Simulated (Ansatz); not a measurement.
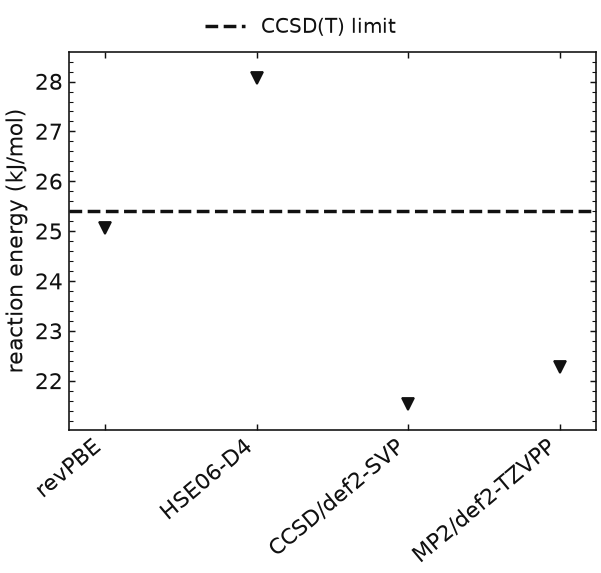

Electronic reaction energy of AlHSCl₂ ([SH][Al]([Cl])[Cl]) + H₂O (O) → AlH₂SOCl ([OH][Al]([SH])[Cl]) + HCl (Cl) (SMILES in brackets) at several levels (functionals in def2-TZVPP unless a basis is named), isolated molecules at PBE0-D4 triple-zeta geometries, minima by their frequencies, no zero-point or thermal terms, the Ansatz code 0.2.0. The line is frozen-core CCSD(T) at the basis limit (MP2 extrapolated from triple and quadruple zeta, plus CCSD(T) less MP2 in a smaller set). No dispersion term is added to revPBE. The distance of CCSD/def2-SVP and MP2/def2-TZVPP to the limit includes basis error. The limit lies 5.6 kJ/mol from CCSD(T)/def2-TZVPP, so the line itself is uncertain by a part of that.

Question: What range do the values span, the line included?

Answer: From 21.5 kJ/mol (CCSD/def2-SVP) to 28.1 kJ/mol (HSE06-D4).

Question: What do zero-point energy and temperature add?

Answer: Zero-point change −6.7 kJ/mol; at 298.15 K and 1 bar the CCSD(T) limit plus thermal terms gives an enthalpy of reaction of 18.2 and a free energy of 20.0 kJ/mol (harmonic PBE0-D4 modes, ideal gas).
